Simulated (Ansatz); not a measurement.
## Geometry relaxation of AlGeH₄O₂F₃ (part 2 of 2)

AlGeH₄O₂F₃; RHF/def2-SVP (Ansatz 0.2.0). It belongs to a series of runs on one base structure; here: end point B relaxed.

Geometry of the input (Å):
```
Ge 0.1925  -0.5871  -0.4116
F  -1.2490  -0.2757  2.0668
F  0.9758  -0.9053  -1.8815
F  1.0187  0.7349  0.2554
O  -1.4434  -0.2390  -0.7767
H  -1.9897  -0.0407  -0.0281
O  0.4491  -1.9532  0.6394
Al 1.1702  -3.4880  0.8715
H  2.0305  -4.1274  -0.2720
H  0.8795  -4.1456  2.2680
H  -0.7286  -1.0020  2.2447
```

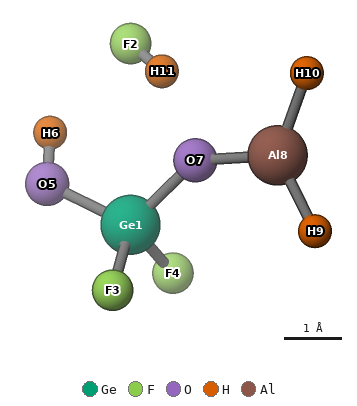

Fig. 1: The geometry at step 21 of the log (ball-and-stick view, seen at an oblique angle; atoms are numbered from 1 in the order of the input).

### Trajectory as extended XYZ, continued
```
11
Properties=species:S:1:pos:R:3:forces:R:3 step=11 energy=-75297.87689
Ge    0.2276   -0.5664   -0.4704   -0.0108   0.0335  -0.0253
F    -1.4182   -0.6165    2.1891    0.0342  -0.0331  -0.0072
F     0.8185   -1.0554   -1.9804   -0.0084   0.0072   0.0120
F     1.2473    0.6883    0.0447    0.0023  -0.0272  -0.0145
O    -1.3900   -0.0421   -0.6632    0.0337  -0.0096  -0.0189
H    -1.8828    0.0628    0.1410   -0.0162   0.0101   0.0260
O     0.4000   -1.8667    0.6452    0.0023  -0.0091   0.0164
Al    1.1652   -3.3832    0.9375   -0.0107  -0.0013   0.0248
H     2.1220   -3.9753   -0.1492    0.0172   0.0010  -0.0092
H     0.8007   -4.0397    2.3140    0.0046   0.0014  -0.0100
H    -0.7848   -1.2352    1.9676   -0.0482   0.0272   0.0059
11
Properties=species:S:1:pos:R:3:forces:R:3 step=12 energy=-75297.87936
Ge    0.2213   -0.5733   -0.4844    0.0288   0.0672   0.0105
F    -1.4309   -0.6321    2.1986    0.0941  -0.1700  -0.0678
F     0.7511   -1.0920   -2.0082   -0.0287   0.0222   0.0432
F     1.3116    0.6380   -0.0039   -0.0578  -0.0748  -0.0420
O    -1.3795    0.0168   -0.6299    0.0471  -0.0251   0.0323
H    -1.8574    0.1100    0.1862    0.0248   0.0112  -0.0281
O     0.3713   -1.8768    0.6325   -0.0212  -0.0461  -0.0054
Al    1.1779   -3.3686    0.9493    0.0560   0.0079  -0.0365
H     2.2137   -3.9099   -0.0987   -0.0429   0.0257   0.0452
H     0.7796   -4.0514    2.3033   -0.0056   0.0005  -0.0146
H    -0.8531   -1.2898    1.9312   -0.0946   0.1813   0.0630
11
Properties=species:S:1:pos:R:3:forces:R:3 step=13 energy=-75297.87135 accepted=F
Ge    0.2125   -0.5849   -0.5079    0.0125   0.2076  -0.1338
F    -1.5276   -0.7200    2.1899    0.4770  -0.3862  -0.1701
F     0.6368   -1.1506   -2.0546   -0.0832   0.1222   0.2532
F     1.4115    0.5592   -0.0909   -0.3110  -0.2867  -0.1094
O    -1.3595    0.1088   -0.5754    0.3165  -0.0902   0.0868
H    -1.8092    0.1936    0.2593    0.0529  -0.0418  -0.0914
O     0.3338   -1.8915    0.6109    0.1086   0.0359   0.0512
Al    1.2088   -3.3397    0.9705    0.0176  -0.0832  -0.1445
H     2.3506   -3.8166   -0.0157   -0.1681   0.1073   0.1741
H     0.7264   -4.0727    2.2752    0.0628   0.0445  -0.0595
H    -0.8785   -1.3149    1.9147   -0.4855   0.3705   0.1433
11
Properties=species:S:1:pos:R:3:forces:R:3 step=14 energy=-75297.88341
Ge    0.2246   -0.5826   -0.4947   -0.0472  -0.0230   0.0047
F    -1.4975   -0.6676    2.2020   -0.0526   0.0563   0.0161
F     0.6910   -1.1255   -2.0293    0.0103  -0.0081   0.0007
F     1.3616    0.5974   -0.0567    0.0236   0.0062   0.0007
O    -1.3581    0.0567   -0.6045    0.0109   0.0043   0.0200
H    -1.8274    0.1445    0.2165   -0.0027   0.0001  -0.0017
O     0.3640   -1.8807    0.6299   -0.0126   0.0283  -0.0065
Al    1.1934   -3.3583    0.9514   -0.0082   0.0168   0.0127
H     2.2778   -3.8541   -0.0625    0.0066   0.0010  -0.0026
H     0.7591   -4.0707    2.2776    0.0017  -0.0112   0.0014
H    -0.8830   -1.2884    1.9463    0.0701  -0.0706  -0.0456
11
Properties=species:S:1:pos:R:3:forces:R:3 step=15 energy=-75297.88533
Ge    0.2203   -0.5877   -0.5032   -0.0229   0.0807  -0.0540
F    -1.5212   -0.6965    2.1983   -0.0210   0.0182   0.0079
F     0.6344   -1.1539   -2.0472   -0.0145   0.0277   0.0856
F     1.4083    0.5590   -0.0987   -0.0758  -0.0827  -0.0347
O    -1.3457    0.1024   -0.5767    0.1082  -0.0335   0.0200
H    -1.8056    0.1787    0.2510    0.0039  -0.0050  -0.0057
O     0.3469   -1.8846    0.6239   -0.0045   0.0027   0.0013
Al    1.2021   -3.3455    0.9604    0.0272  -0.0037  -0.0011
H     2.3400   -3.8016   -0.0194   -0.0453   0.0214   0.0352
H     0.7394   -4.0828    2.2653    0.0094   0.0023  -0.0252
H    -0.9134   -1.3166    1.9222    0.0354  -0.0281  -0.0294
11
Properties=species:S:1:pos:R:3:forces:R:3 step=16 energy=-75297.88584
Ge    0.2183   -0.5900   -0.5075   -0.0066   0.0957  -0.0844
F    -1.5385   -0.7208    2.1937   -0.0413   0.0442   0.0260
F     0.6010   -1.1740   -2.0535   -0.0183   0.0381   0.1007
F     1.4327    0.5387   -0.1290   -0.0940  -0.0923  -0.0361
O    -1.3367    0.1263   -0.5609    0.1186  -0.0335   0.0252
H    -1.7905    0.1989    0.2707    0.0013  -0.0114  -0.0123
O     0.3412   -1.8815    0.6259    0.0168   0.0027   0.0346
Al    1.2138   -3.3299    0.9744   -0.0251  -0.0632  -0.0585
H     2.3663   -3.7693    0.0029   -0.0321   0.0387   0.0600
H     0.7227   -4.0976    2.2519    0.0332   0.0310  -0.0150
H    -0.9245   -1.3298    1.9074    0.0474  -0.0500  -0.0401
11
Properties=species:S:1:pos:R:3:forces:R:3 step=17 energy=-75297.88631
Ge    0.2138   -0.5944   -0.5159    0.0472   0.1585  -0.1400
F    -1.5711   -0.7681    2.1850   -0.0173   0.0340   0.0218
F     0.5393   -1.2044   -2.0669   -0.0343   0.0666   0.1589
F     1.4783    0.4956   -0.1785   -0.1765  -0.1427  -0.0521
O    -1.3183    0.1741   -0.5314    0.1740  -0.0534   0.0318
H    -1.7612    0.2385    0.3071   -0.0022  -0.0230  -0.0245
O     0.3247   -1.8819    0.6231   -0.0079  -0.0347   0.0320
Al    1.2091   -3.3229    0.9782    0.0888  -0.0202   0.0019
H     2.4235   -3.7030    0.0535   -0.0984   0.0186   0.0603
H     0.7101   -4.1093    2.2435    0.0131   0.0312  -0.0670
H    -0.9426   -1.3535    1.8783    0.0134  -0.0348  -0.0230
11
Properties=species:S:1:pos:R:3:forces:R:3 step=18 energy=-75297.88787
Ge    0.2153   -0.5929   -0.5138    0.0296   0.1084  -0.0942
F    -1.5575   -0.7530    2.1913   -0.0078   0.0086   0.0020
F     0.5544   -1.1967   -2.0625   -0.0219   0.0399   0.1009
F     1.4664    0.5060   -0.1677   -0.1078  -0.0905  -0.0358
O    -1.3214    0.1626   -0.5382    0.1183  -0.0375   0.0260
H    -1.7688    0.2249    0.2978   -0.0063  -0.0117  -0.0121
O     0.3295   -1.8809    0.6247   -0.0151  -0.0249   0.0256
Al    1.2113   -3.3231    0.9785    0.0364  -0.0222  -0.0107
H     2.4077   -3.7183    0.0423   -0.0501   0.0167   0.0405
H     0.7119   -4.1064    2.2435    0.0138   0.0230  -0.0358
H    -0.9430   -1.3513    1.8803    0.0109  -0.0098  -0.0065
11
Properties=species:S:1:pos:R:3:forces:R:3 step=19 energy=-75297.88884
Ge    0.2161   -0.5927   -0.5147    0.0075   0.0477  -0.0534
F    -1.5603   -0.7573    2.1915    0.0029  -0.0022  -0.0056
F     0.5488   -1.1985   -2.0620   -0.0066   0.0123   0.0396
F     1.4691    0.5016   -0.1742   -0.0344  -0.0299  -0.0149
O    -1.3165    0.1670   -0.5352    0.0575  -0.0132   0.0212
H    -1.7666    0.2223    0.2996   -0.0131  -0.0070  -0.0035
O     0.3290   -1.8794    0.6258   -0.0173  -0.0123   0.0225
Al    1.2126   -3.3199    0.9805    0.0029  -0.0144  -0.0093
H     2.4077   -3.7122    0.0468   -0.0075   0.0063   0.0132
H     0.7094   -4.1071    2.2393    0.0085   0.0117  -0.0092
H    -0.9437   -1.3529    1.8785   -0.0004   0.0010  -0.0006
11
Properties=species:S:1:pos:R:3:forces:R:3 step=20 energy=-75297.88960
Ge    0.2160   -0.5934   -0.5179    0.0025   0.0154  -0.0216
F    -1.5700   -0.7726    2.1895    0.0099  -0.0171  -0.0163
F     0.5238   -1.2093   -2.0654    0.0011  -0.0018   0.0051
F     1.4873    0.4832   -0.1958    0.0028   0.0011  -0.0063
O    -1.3044    0.1877   -0.5216    0.0144  -0.0004   0.0258
H    -1.7571    0.2275    0.3130   -0.0091  -0.0022  -0.0088
O     0.3227   -1.8782    0.6263   -0.0206  -0.0096   0.0093
Al    1.2146   -3.3127    0.9851   -0.0062  -0.0042  -0.0013
H     2.4243   -3.6868    0.0657    0.0125  -0.0018  -0.0042
H     0.7033   -4.1104    2.2325    0.0027   0.0026   0.0037
H    -0.9550   -1.3643    1.8647   -0.0103   0.0179   0.0147
11
Properties=species:S:1:pos:R:3:forces:R:3 step=21 energy=-75297.89059
Ge    0.2163   -0.5951   -0.5254   -0.0070   0.0041  -0.0021
F    -1.6067   -0.8144    2.1775    0.0559  -0.0494  -0.0353
F     0.4659   -1.2340   -2.0743    0.0017   0.0043   0.0085
F     1.5313    0.4404   -0.2460   -0.0088  -0.0072  -0.0097
O    -1.2767    0.2365   -0.4896    0.0062  -0.0040   0.0572
H    -1.7341    0.2429    0.3443    0.0103  -0.0012  -0.0465
O     0.3082   -1.8762    0.6262    0.0003   0.0125  -0.0097
Al    1.2200   -3.2965    0.9948   -0.0070   0.0006  -0.0026
H     2.4628   -3.6319    0.1058    0.0149  -0.0047  -0.0099
H     0.6924   -4.1167    2.2194   -0.0003  -0.0059   0.0138
H    -0.9740   -1.3843    1.8434   -0.0664   0.0510   0.0362
11
Properties=species:S:1:pos:R:3:forces:R:3 step=22 energy=-75297.89081
Ge    0.2181   -0.5955   -0.5298   -0.0030   0.0196   0.0076
F    -1.6384   -0.8439    2.1659    0.0671  -0.0626  -0.0470
F     0.4205   -1.2508   -2.0797   -0.0013   0.0162   0.0302
F     1.5667    0.4069   -0.2858   -0.0457  -0.0305  -0.0169
O    -1.2517    0.2760   -0.4621    0.0303  -0.0282   0.0671
H    -1.7157    0.2522    0.3684    0.0188   0.0071  -0.0623
O     0.2996   -1.8739    0.6270   -0.0005   0.0149  -0.0416
Al    1.2226   -3.2871    0.9986    0.0245   0.0279   0.0241
H     2.4898   -3.5935    0.1327   -0.0034  -0.0116  -0.0164
H     0.6929   -4.1167    2.2156   -0.0104  -0.0166   0.0050
H    -0.9989   -1.4030    1.8252   -0.0763   0.0638   0.0503
11
Properties=species:S:1:pos:R:3:forces:R:3 step=23 energy=-75297.89084
Ge    0.2201   -0.5949   -0.5303   -0.0011   0.0408  -0.0274
F    -1.6630   -0.8611    2.1544    0.0572  -0.0427  -0.0291
F     0.4021   -1.2597   -2.0799   -0.0063   0.0368   0.0663
F     1.5823    0.3955   -0.3048   -0.0854  -0.0573  -0.0193
O    -1.2405    0.2928   -0.4501    0.0866  -0.0465   0.0373
H    -1.7071    0.2577    0.3781   -0.0005   0.0045  -0.0373
O     0.3000   -1.8699    0.6305    0.0279   0.0290  -0.0125
Al    1.2333   -3.2751    1.0095   -0.0099  -0.0328  -0.0444
H     2.4939   -3.5869    0.1320   -0.0146   0.0138   0.0244
H     0.6943   -4.1188    2.2141    0.0133   0.0127   0.0120
H    -1.0098   -1.4088    1.8224   -0.0673   0.0416   0.0300
11
Properties=species:S:1:pos:R:3:forces:R:3 step=24 energy=-75297.89155
Ge    0.2211   -0.5938   -0.5285   -0.0069   0.0119  -0.0082
F    -1.6621   -0.8580    2.1538    0.0314  -0.0230  -0.0145
F     0.4100   -1.2549   -2.0774   -0.0007   0.0095   0.0176
F     1.5763    0.4020   -0.2991   -0.0247  -0.0149  -0.0080
O    -1.2421    0.2871   -0.4537    0.0458  -0.0186   0.0220
H    -1.7098    0.2542    0.3733   -0.0149   0.0049  -0.0140
O     0.3043   -1.8688    0.6311    0.0107   0.0054  -0.0099
Al    1.2296   -3.2806    1.0042    0.0004  -0.0024  -0.0067
H     2.4864   -3.5966    0.1249   -0.0062   0.0010   0.0039
H     0.6998   -4.1135    2.2203    0.0036   0.0041   0.0025
H    -1.0079   -1.4064    1.8270   -0.0385   0.0220   0.0155
11
Properties=species:S:1:pos:R:3:forces:R:3 step=25 energy=-75297.89206
Ge    0.2256   -0.5904   -0.5297    0.0179  -0.0173   0.0297
F    -1.6828   -0.8792    2.1475   -0.0118   0.0100   0.0000
F     0.4018   -1.2515   -2.0796   -0.0090   0.0081  -0.0027
F     1.5896    0.3943   -0.3092   -0.0070  -0.0026  -0.0059
O    -1.2265    0.3036   -0.4396   -0.0106   0.0220  -0.0241
H    -1.7111    0.2558    0.3765    0.0053  -0.0105   0.0080
O     0.3059   -1.8675    0.6273    0.0053   0.0002  -0.0003
Al    1.2327   -3.2764    1.0061   -0.0031   0.0017   0.0024
H     2.4773   -3.6076    0.1161   -0.0003  -0.0005  -0.0014
H     0.7162   -4.0914    2.2401    0.0022   0.0005   0.0005
H    -1.0231   -1.4189    1.8205    0.0111  -0.0117  -0.0061
11
Properties=species:S:1:pos:R:3:forces:R:3 step=26 energy=-75297.89233
Ge    0.2284   -0.5888   -0.5293    0.0210  -0.0036   0.0182
F    -1.7063   -0.8998    2.1335   -0.0103   0.0073   0.0020
F     0.3814   -1.2549   -2.0799   -0.0095   0.0080   0.0059
F     1.6056    0.3822   -0.3278   -0.0176  -0.0111  -0.0034
O    -1.2118    0.3230   -0.4249   -0.0143   0.0177  -0.0067
H    -1.7034    0.2623    0.3866    0.0177  -0.0127  -0.0096
O     0.3073   -1.8645    0.6293    0.0001  -0.0021  -0.0024
Al    1.2363   -3.2717    1.0097    0.0047   0.0053   0.0092
H     2.4792   -3.6038    0.1174   -0.0030  -0.0017  -0.0026
H     0.7261   -4.0818    2.2495   -0.0002   0.0003  -0.0037
H    -1.0373   -1.4314    1.8119    0.0115  -0.0075  -0.0068
11
Properties=species:S:1:pos:R:3:forces:R:3 step=27 energy=-75297.89250
Ge    0.2353   -0.5846   -0.5279    0.0329   0.0499  -0.0429
F    -1.7618   -0.9490    2.1010    0.0343  -0.0231  -0.0214
F     0.3319   -1.2602   -2.0808   -0.0088   0.0230   0.0574
F     1.6441    0.3512   -0.3692   -0.0749  -0.0493  -0.0025
O    -1.1747    0.3713   -0.3888   -0.0121  -0.0292   0.0736
H    -1.6870    0.2722    0.4078    0.0611   0.0001  -0.0813
O     0.3094   -1.8587    0.6326   -0.0126   0.0064  -0.0007
Al    1.2466   -3.2588    1.0198    0.0077   0.0003   0.0170
H     2.4811   -3.5971    0.1183   -0.0031  -0.0015  -0.0025
H     0.7510   -4.0566    2.2739   -0.0004   0.0027  -0.0102
H    -1.0704   -1.4588    1.7894   -0.0241   0.0206   0.0137
11
Properties=species:S:1:pos:R:3:forces:R:3 step=28 energy=-75297.89226 accepted=F
Ge    0.2288   -0.5890   -0.5272    0.0019   0.0485  -0.0545
F    -1.7228   -0.9126    2.1178    0.0375  -0.0362  -0.0176
F     0.3523   -1.2633   -2.0781    0.0032   0.0117   0.0426
F     1.6208    0.3663   -0.3479   -0.0446  -0.0319  -0.0031
O    -1.2002    0.3431   -0.4131    0.0588  -0.0420   0.0313
H    -1.6885    0.2662    0.3990   -0.0162   0.0120  -0.0135
O     0.3065   -1.8609    0.6358   -0.0024  -0.0026  -0.0088
Al    1.2415   -3.2648    1.0163    0.0026  -0.0017  -0.0021
H     2.4898   -3.5857    0.1274   -0.0028   0.0005   0.0023
H     0.7265   -4.0861    2.2467    0.0013   0.0040   0.0004
H    -1.0492   -1.4426    1.7994   -0.0392   0.0378   0.0230
11
Properties=species:S:1:pos:R:3:forces:R:3 step=29 energy=-75297.89263
Ge    0.2346   -0.5840   -0.5282    0.0095   0.0022  -0.0148
F    -1.7553   -0.9459    2.1010   -0.0147   0.0152   0.0135
F     0.3413   -1.2574   -2.0798   -0.0049   0.0041   0.0056
F     1.6362    0.3571   -0.3606   -0.0054  -0.0048   0.0019
O    -1.1795    0.3640   -0.3950   -0.0285   0.0100   0.0292
H    -1.6893    0.2682    0.4023    0.0246  -0.0060  -0.0325
O     0.3098   -1.8583    0.6315    0.0084  -0.0025   0.0269
Al    1.2476   -3.2571    1.0213   -0.0277  -0.0221  -0.0072
H     2.4734   -3.6042    0.1123    0.0125   0.0040   0.0037
H     0.7474   -4.0567    2.2729    0.0113   0.0131  -0.0038
H    -1.0608   -1.4549    1.7982    0.0147  -0.0132  -0.0225
11
Properties=species:S:1:pos:R:3:forces:R:3 step=30 energy=-75297.89274
Ge    0.2343   -0.5827   -0.5280    0.0032   0.0102  -0.0154
F    -1.7527   -0.9560    2.1014   -0.0095   0.0129   0.0046
F     0.3367   -1.2576   -2.0791   -0.0037   0.0021   0.0045
F     1.6380    0.3557   -0.3637   -0.0033  -0.0042   0.0020
O    -1.1774    0.3690   -0.3930   -0.0113   0.0050   0.0121
H    -1.6898    0.2705    0.4017    0.0123  -0.0085  -0.0097
O     0.3088   -1.8565    0.6325    0.0079   0.0001   0.0120
Al    1.2455   -3.2560    1.0222   -0.0137  -0.0255   0.0033
H     2.4736   -3.6037    0.1163    0.0078   0.0054  -0.0001
H     0.7453   -4.0532    2.2749    0.0078   0.0085  -0.0034
H    -1.0565   -1.4588    1.7909    0.0025  -0.0061  -0.0099
```

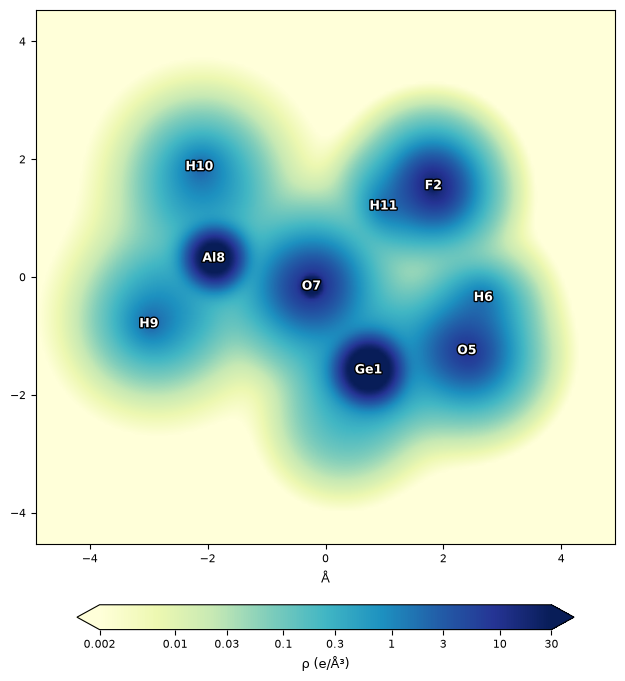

Fig. 2: Total electron density on the plane of atoms O7, Al8 and H10. Atoms in the plane: Ge, F, O, H and Al. O7···H11 (1.83 Å): ρ is about 0.48 e/Å³ halfway, with its minimum of 0.2 e/Å³ about 1.2 Å from O (a closed-shell contact with the geometry of a hydrogen bond). Al–O (1.73 Å): ρ at the midpoint is about 0.76 e/Å³. F–H (0.91 Å): ρ is about 4.8 e/Å³ halfway. O–H (0.95 Å): ρ at the midpoint is about 3.8 e/Å³, with its minimum of 2.4 e/Å³ about 0.8 Å from O.

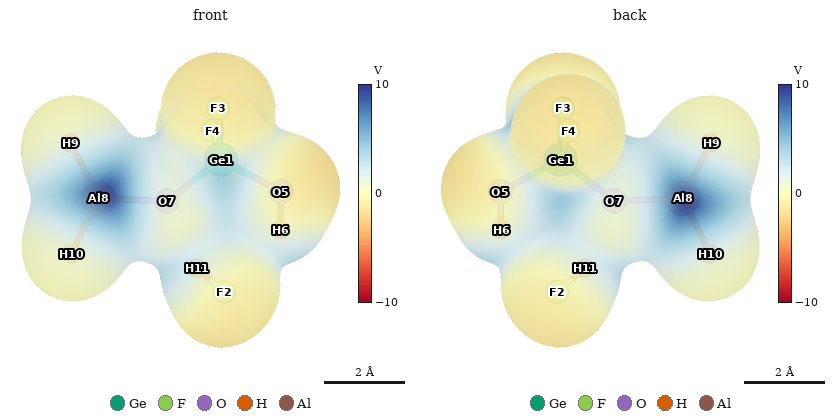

Fig. 3: The electrostatic potential painted on the density surface at 0.004 e/bohr³, seen face on and from behind; red is negative and blue positive.

### Results in brief

- outcome: converged
- total energy: −75297.8927 eV
- mean-field energy: −75297.8927 eV
- largest force (length of the vector) at the end: 0.029 eV/Å
- hardware: 4 threads of Arm Neoverse V1, 24 GiB of memory available, shared host
- wall time: 58 s (CPU time 3.5 min)
- peak memory: 0.39 GiB
